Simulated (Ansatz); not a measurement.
Start from MgS in the rock salt structure (space group Fm-3m, No. 225; a = 5.1820 Å).

Now apply this change: cell and atoms relaxed at a pressure of 3 GPa.

Computed with Ansatz (a program for electronic structure), PBEsol, PAW, cutoff 420 eV, no spin-orbit coupling.

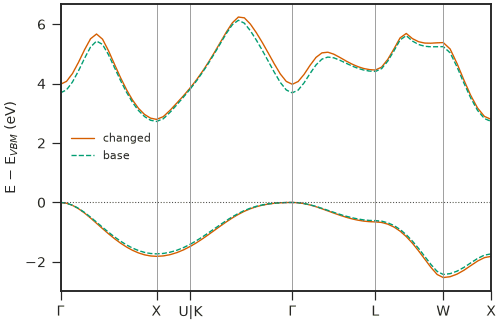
*Highest valence and lowest conduction band along the path, each from its own valence-band maximum*

The gap is 2.80 eV, indirect, Γ → X; the base has 2.73 eV.

Load acts through the strain it causes; cell and atoms are relaxed under it. Whether these cells are dynamically stable was not tested.
